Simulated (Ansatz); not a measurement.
**Si₃NH₆Cl: one change and its effect**

System: Si₃NH₆Cl.
Method of run 1: RKS PBE0-D4/def2-TZVPP (Ansatz 0.2.0).

The geometry comes from this level: PBE0-D4/def2-TZVP. Text and figures count atoms from 1; the logs count them from 0 in places.

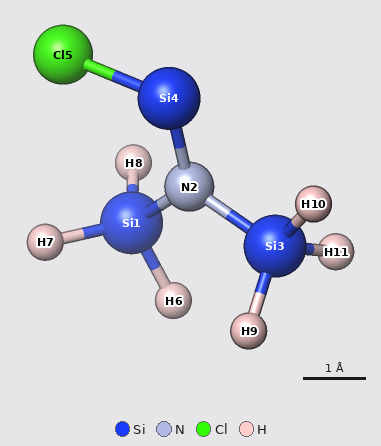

The structure (ball-and-stick view, seen at a tilt; atoms are numbered from 1 in the order of the input).

### Input file, run 1
```yaml
crystal:
  periodic: [false, false, false]
  atoms:
    - {symbol: Si, position_ang: [-1.347035, -0.201173, 0.399523]}
    - {symbol: N, position_ang: [0.169350, 0.232462, -0.385834]}
    - {symbol: Si, position_ang: [1.646201, -0.311804, 0.389741]}
    - {symbol: Si, position_ang: [0.332605, 1.138267, -1.842438]}
    - {symbol: Cl, position_ang: [-1.700603, 1.493313, -2.289360]}
    - {symbol: H, position_ang: [-0.959469, -0.972019, 1.613489]}
    - {symbol: H, position_ang: [-2.100121, 1.003285, 0.817086]}
    - {symbol: H, position_ang: [-2.176206, -1.064742, -0.471693]}
    - {symbol: H, position_ang: [1.750168, 0.252378, 1.758661]}
    - {symbol: H, position_ang: [2.780202, 0.166442, -0.442648]}
    - {symbol: H, position_ang: [1.670307, -1.793508, 0.473971]}
basis:
  gaussian: {orbitals: def2-TZVPP}
hamiltonian: {xc: pbe0, dispersion: d4}
output: {orbitals: {seedname: orbitals}}
```

Hardware: 4 CPU threads, shared host.

### Output (run 1)
```
Functional definition: PBE0
  parameter a = 0.25
  parameter kappa = 0.804
  parameter beta = 0.06672455060314922
  exchange = (1 - a)*pbe_x(kappa = kappa, mu = beta*pi^2/3) + a*exact_x
  correlation = pbe_c(beta = beta)
1707 factors; their error is unknown
mean field evaluation 1: about -37724.0009 eV, gradient 6.2e1 eV
mean field evaluation 2: about -37696.0851 eV, gradient 1.2e2 eV
mean field evaluation 4: about -37731.2348 eV, gradient 5.9e0 eV
mean field evaluation 8: about -37731.3929 eV, gradient 2.0e-1 eV
mean field evaluation 16: about -37731.3930 eV, gradient 2.4e-5 eV
mean field -37731.39296503 eV, -1386.6031162083 hartree, gradient 2.4e-5 eV, S^2 0.000000; 0 other end points of the search recorded, 0 dependent functions left out
reference -37731.39300189 eV, -1386.6031175626 hartree; 36, 36 occupied and 247, 247 virtual orbitals, 1707 factors
Total energy: -37731.72951235 eV, -1386.6154840942 hartree
```

The input of run 2 differs as follows (lines with − go, lines with + come):
```diff
-  gaussian: {orbitals: def2-TZVPP}
+  gaussian: {orbitals: def2-SVP}
```

How does run 2 compare with run 1?

The total energy of run 2 is 335.8 kcal/mol higher, which measures the change of basis and not a stability. The HOMO goes from −7.25 to −7.18 eV. The LUMO goes from −2.04 to −1.93 eV. The basis functions go from 283 to 116.

### Output (run 2)
```
Functional definition: PBE0
  parameter a = 0.25
  parameter kappa = 0.804
  parameter beta = 0.06672455060314922
  exchange = (1 - a)*pbe_x(kappa = kappa, mu = beta*pi^2/3) + a*exact_x
  correlation = pbe_c(beta = beta)
1104 factors; integrals over basis functions are off by at most 1.2e-3 eV
mean field evaluation 1: about -37711.5956 eV, gradient 5.0e1 eV
mean field evaluation 2: about -37694.0323 eV, gradient 9.4e1 eV
mean field evaluation 4: about -37716.7479 eV, gradient 3.8e0 eV
mean field evaluation 8: about -37716.8310 eV, gradient 2.2e-1 eV
mean field evaluation 16: about -37716.8311 eV, gradient 2.4e-5 eV
mean field -37716.83112223 eV, -1386.0679783558 hartree, gradient 2.4e-5 eV, S^2 0.000000; 0 other end points of the search recorded, 0 dependent functions left out
reference -37716.83115274 eV, -1386.0679794768 hartree; 36, 36 occupied and 80, 80 virtual orbitals, 1104 factors
Total energy: -37717.16766321 eV, -1386.0803460084 hartree
```

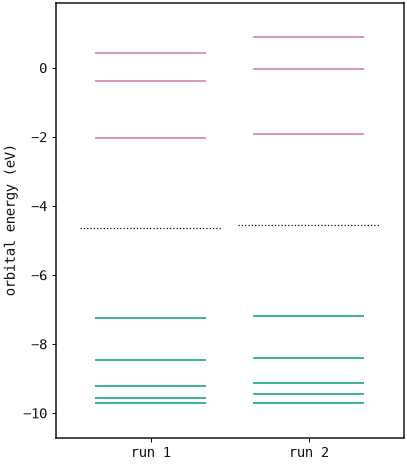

The five highest filled and three lowest empty orbital energies of the two runs; the dotted lines part filled from empty levels. The HOMO–LUMO gap is 5.22 eV in run 1 and 5.25 eV in run 2.

### The two runs side by side

| quantity | run 1 | run 2 |
| --- | --- | --- |
| outcome | converged | converged |
| total energy (hartree) | −1386.615484 | −1386.080346 |
| HOMO (eV) | −7.25 | −7.18 |
| LUMO (eV) | −2.04 | −1.93 |
| basis functions | 283 | 116 |
| wall time (shared host) | 7.1 s | 2.1 s |
